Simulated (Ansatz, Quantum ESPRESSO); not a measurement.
# Work functions of clean metal faces in two plane-wave codes, Ag(111) to Ir(100)

Do two independent codes agree on PBE work functions, and is their disagreement small beside the miss against experiment?

**Method.** Quantum ESPRESSO 7.5 (pw.x, pp.x): slabs at the tabulated lattice constant, outer layers relaxed under PBE by Ansatz 0.2.0 (PAW) or by pw.x, 16 to 19 Å of vacuum, cold smearing of 0.02 Ry, SCF threshold 1e-7 Ry, k-spacings of 0.17 to 0.35 Å⁻¹ (2π included); slabs of magnetic metals were started with moments, and † marks those that keep one. The work function is the vacuum level of the electrostatic potential less the Fermi level. GBRV ultrasoft files. The second code, Ansatz 0.2.0, uses PAW datasets and Fermi-Dirac smearing of 0.1 eV on the same atoms and mesh.

What came out:

| face | layers | k mesh | pw.x (eV) | Ansatz (eV) | pw.x − Ansatz (eV) | measured (eV) |
| --- | --- | --- | --- | --- | --- | --- |
| Ag(111) | 5 | 12×12 | 4.53 | 4.52 | +0.01 | 4.53 |
| Cd(0001) | 6 | 12×12 | 3.79 | 3.79 | 0.00 | - |
| Ba(100) | 7 | 6×6 | 2.35 | 2.35 | −0.01 | - |
| Ba(110) | 5 | 8×8 | 2.41 | 2.43 | −0.03 | - |
| Hf(0001) | 6 | 12×12 | 4.42 | 4.33 | +0.08 | - |
| Ta(100) | 7 | 8×8 | 3.82 | 3.82 | 0.00 | 4.10 |
| Ta(110) | 5 | 10×10 | 4.78 | 4.74 | +0.03 | 4.74 |
| W(100) | 7 | 8×8 | 4.14 | 4.14 | 0.00 | 4.65* |
| W(110) | 5 | 10×10 | 4.83 | 4.83 | −0.01 | 5.25 |
| Re(0001) | 6 | 12×12 | 4.96 | 4.96 | 0.00 | 5.15 |
| Os(0001) | 6 | 12×12 | 5.33 | 5.32 | +0.01 | - |
| Ir(100) | 7 | 10×10 | 5.59 | 5.58 | 0.00 | 5.96* |

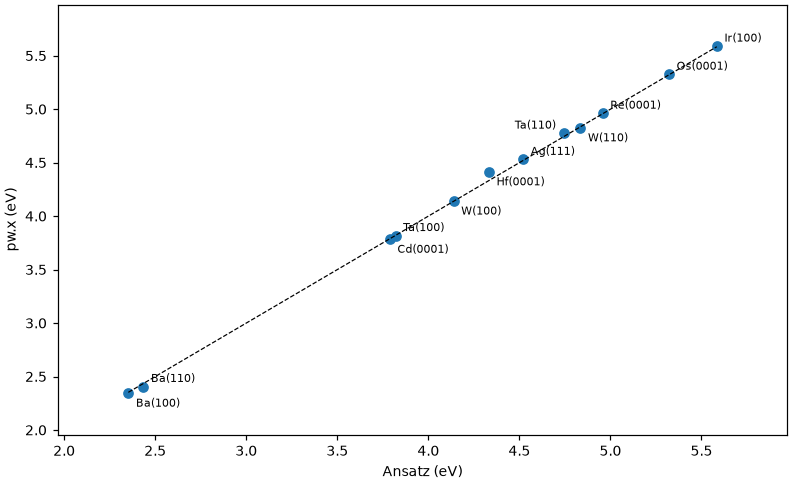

Work function by pw.x against that by Ansatz; the dashed line marks agreement.

What this shows: The codes differ by 0.016 eV on average and by at most 0.08 eV, on Hf(0001). pw.x lies above Ansatz on 7 faces and below on 5. Against the 5 measured values on unreconstructed faces pw.x misses by 0.19 eV on average (mean signed −0.17 eV), 17 times the difference between the codes on those faces, so functional, model slab and the scatter of the measurements limit the comparison, not the implementation.

What the numbers leave out: Slabs this thin leave some 0.05 to 0.1 eV open. The two smearings differ.  A star marks a face that reconstructs in reality. Measured values, compiled in “Anisotropic work function of elemental crystals” (2019, arxiv:1902.07811), differ between sources by 0.1 eV or more. Of 71 clean slabs run, each face is listed once, in this or a sister table, where both codes converged.
